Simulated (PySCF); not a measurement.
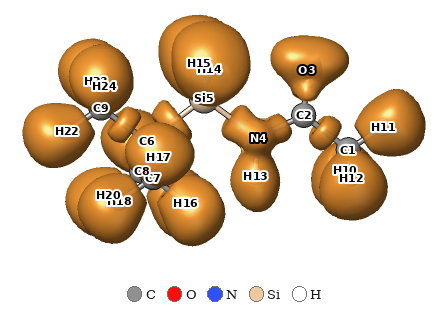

The picture shows: C$_{6}$H$_{15}$NOSi. Isosurface of the ELF at 0.75 (orange), seen across its widest extent. Only the valence region is drawn (cores and ρ < 0.01 e/Å³ removed).

Geometry: PBE0-D3(BJ)/def2-SVP.

Computed with PySCF, PBE0/pcSseg-1, SCF density, gas phase, non-relativistic.

```xyz
24

C     3.6357    0.2716    0.4074
C     2.5893    1.1608    1.0344
O     2.8622    2.1629    1.6685
N     1.2825    0.7976    0.8584
Si    0.0266    1.8299    1.5742
C    -1.6433    1.0346    1.1354
C    -1.7160   -0.3816    1.7129
C    -1.8213    0.9957   -0.3849
C    -2.7397    1.9030    1.7613
H     3.5214    0.2584   -0.6877
H     4.6304    0.6534    0.6632
H     3.5352   -0.7639    0.7674
H     1.0793   -0.0406    0.3269
H     0.1864    1.8818    3.0563
H     0.0980    3.2033    0.9964
H    -0.9612   -1.0522    1.2708
H    -1.5645   -0.3874    2.8043
H    -2.7054   -0.8302    1.5135
H    -1.0516    0.3814   -0.8801
H    -2.8025    0.5626   -0.6486
H    -1.7745    2.0034   -0.8279
H    -3.7375    1.4870    1.5358
H    -2.7180    2.9341    1.3725
H    -2.6453    1.9552    2.8581
```

Q: What do the ELF domains correspond to?

A: The ELF exceeds this value in four regions between bonded C–C atoms (shared pairs), one region between bonded C–Si atoms (shared pairs), 14 regions around hydrogen nuclei, one region on O in which the atom's valence shell and bonds are merged and one joined region spread over several atoms (H, N), in which their bonds and any lone pairs are merged.

Values along the shortest contacts:
C–O (1.22 Å): the ELF peaks at about 0.85 between the atoms; a multiple bond. C–N (1.37 Å): the ELF peaks at about 0.90 between the atoms (localised, covalent bonding).
